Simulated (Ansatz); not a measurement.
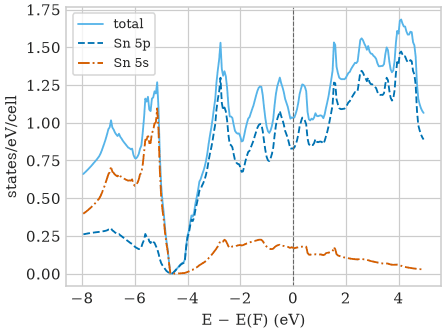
Figure. Total and projected density of states of Sn (hcp (Mg type), P6_3/mmc), PBE (plane waves, PAW; program Ansatz)

Task: Which orbitals carry the states next to the Fermi level?

Result: Within 0.5 eV of the Fermi level: Sn 5p 82 %, Sn 5s 15 %. Projections are on Löwdin-orthogonalised atomic valence shells; empty p or d shells of many metals are not among them.

Task: Where is the tallest occupied peak in this window, and what makes it?

Result: Near -2.8 eV, about 1.5 states/eV per cell; the largest projected share is Sn 5p.

The start of the workflow was typed in or built on a structure type; neither database checked (COD, Materials Project) lists it. It is not the phase usual at ambient conditions (space group No. 141). The PBE relaxation kept the symmetry of its start; its stability against distortions is not shown here. Spin–orbit coupling is left out wherever it is not named.

Potentials: the earlier of the program's two PAW sets.
